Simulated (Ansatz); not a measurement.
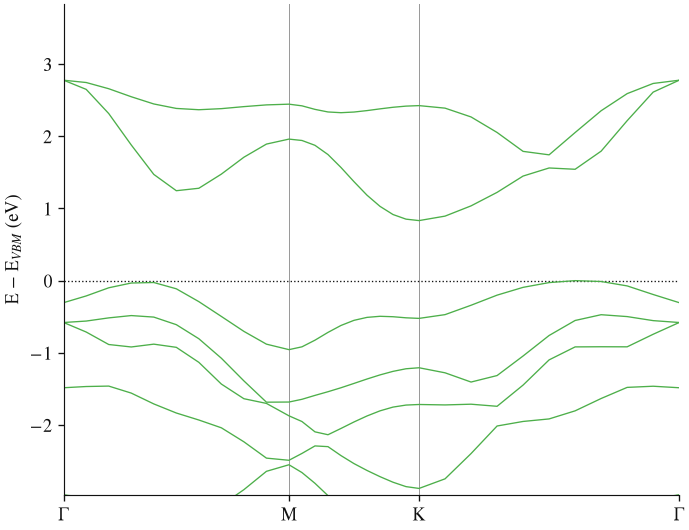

Band structure. Energies are counted from the top of the valence band.

Input of the run:

```
crystal:
  lattice:
    - [3.2895205604, 0.0, 0.0]
    - [-1.6447602802, 2.8488083716, 0.0]
    - [0.0, 0.0, 29.1641312776]
  atoms:
    - { symbol: Pd, position: [0.0, 0.0, 0.3120426449] }
    - { symbol: O, position: [0.3333333333, 0.6666666667, 0.3450121745] }
    - { symbol: S, position: [0.6666666667, 0.3333333333, 0.2687399435] }
  periodic: [true, true, false]
kpoints:
  mp_grid: { grid: [12, 12, 1] }
  band_path:
    path:
      - [0, 0, 0]
      - [0.5, 0, 0]
      - [0.3333333333333, 0.3333333333333, 0]
      - [0, 0, 0]
    npoints: 10
hamiltonian:
  xc: pbe
scf:
  occupations: { method: fermi_dirac, width: 0.02 }
  n_extra_bands: 4
output:
  forces: true
  stress: true
  eigenvalues: true
```

System: a single layer of PdSO, 3 atoms in the cell, relaxed with r2SCAN.

Computed with Ansatz 0.2.0: PBE, Ansatz PAW set, no spin polarisation, no spin-orbit coupling, 12×12×1 k mesh, 420 eV cutoff.

Q: Read off the fundamental gap and say whether it is direct.

A: A semiconductor. The gap along this path is 0.83 eV and indirect, from the valence-band top between K and Γ to the conduction-band bottom at K; the smallest direct gap is 1.35 eV, at K.

Q: How much do the top valence band and the lowest conduction band disperse along the path?

A: The top valence band spans 1.0 eV and the lowest conduction band 1.9 eV.

LDA, GGA and most meta-GGA functionals understate gaps. The sheet was built from a prototype and needn't be a known or stable phase.
